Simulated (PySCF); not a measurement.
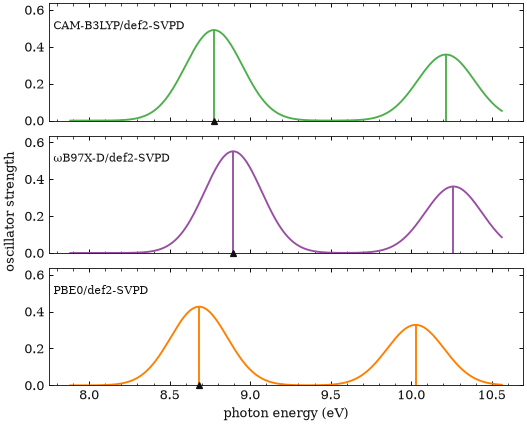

Vertical TDDFT spectra of GeH₄, SMILES [GeH4], singlet at one geometry and several levels (PySCF, at a PBE0-D3(BJ)/def2-SVP geometry (no frequency check)); sticks with Gaussians of 1/e half-width 0.25 eV, the triangle marks S1, which has the same leading orbital pair at all these levels. Only the lowest states were computed, so the high end is incomplete. States within 0.01 eV of each other are merged, with their strengths summed. The highest state may be half of a pair whose partner wasn't computed.

Question: Order the levels by their S1 energy.

Answer: From lowest to highest: PBE0/def2-SVPD 8.68 eV, CAM-B3LYP/def2-SVPD 8.78 eV, ωB97X-D/def2-SVPD 8.89 eV; a spread of 0.21 eV.

Caveats, for all or some of the runs: core orbitals are frozen in the response; states above the negative HOMO energy depend on the basis.
